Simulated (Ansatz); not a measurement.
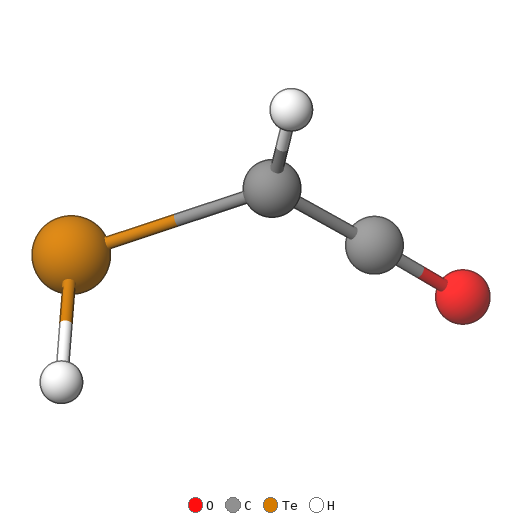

Computed geometry: PBE0-D4/def2-TZVP optimisation. No frequency run is at hand to confirm it as a minimum.

Draw it as a skeletal formula.

SMILES: O=C=C[TeH]

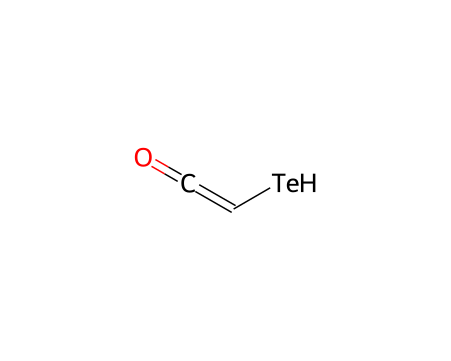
